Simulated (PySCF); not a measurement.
Input file:

```
{"job": {"kind": "uv", "xc": "CAM-B3LYP", "basis": "def2-SVPD", "nstates": 8, "ntriplets": 3}, "charge": 0, "multiplicity": 1}
O      0.708183     1.678779     0.586263
C     -0.404583     1.205021     0.691251
C     -0.815002    -0.085426     0.213652
C      0.022931    -0.947294    -0.436627
O      1.259678    -0.802246    -0.738974
Si     2.484018     0.348013    -0.591382
C     -2.234476    -0.524597     0.421628
F     -2.297858    -1.703539     1.094824
F     -2.859986    -0.755829    -0.763606
H     -1.200110     1.787700     1.192272
H     -0.395133    -1.905734    -0.755820
H      3.466443    -0.485645    -1.295649
H      2.201845     1.512901    -1.411924
H      2.897135     0.476657     0.794924
H     -2.837499     0.209228     0.977256
```

Run with:

```sh
OMP_NUM_THREADS=1 python probes_run.py task.json out
```

Geometry: GFN2-xTB.

Computed with CAM-B3LYP/def2-SVPD, SCF density, gas phase in PySCF.

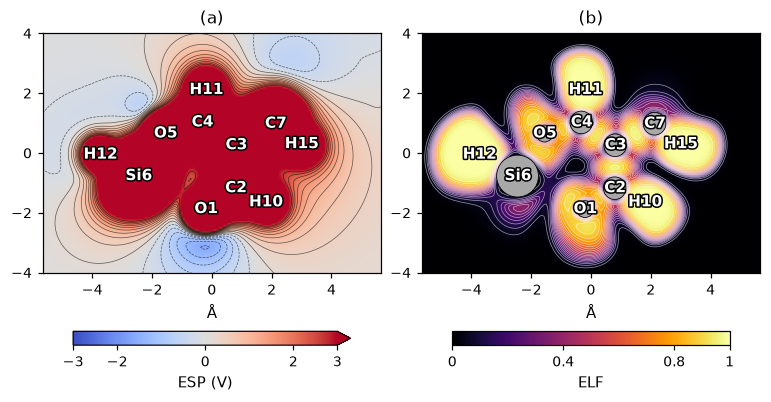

C4H6F2O2Si (SMILES O=C/C(=C\O[SiH3])C(F)F). (a) molecular electrostatic potential; (b) ELF on the plane of atoms C3, C4 and H11. Grey discs cover the atomic cores in the ELF map.

Read the bonding off the picture.

Answer.
- The section cuts through O, C, Si and H sites.
- C–O (1.21 Å): the ELF peaks at about 0.90 between the atoms (a short, multiple covalent bond).
- C–C (1.37 Å): the ELF peaks at about 0.95 between the atoms, as expected for a covalent bond.
- Si–O (1.69 Å): the ELF peaks at about 0.90 between the atoms: a shared but strongly polarised pair.
- C–H (1.09 Å): the ELF climbs to about 1 towards the hydrogen, as it does in any bond to H: an ordinary covalent bond to hydrogen.
- C–O (1.28 Å): the ELF peaks at about 0.90 between the atoms, as expected for a short, strongly polar bond.
- The ELF also peaks beside O1 and O5, away from the bonds: lone-pair regions.
- Outside the dense part of the molecule the potential is most negative (−1.6 V) near O1.
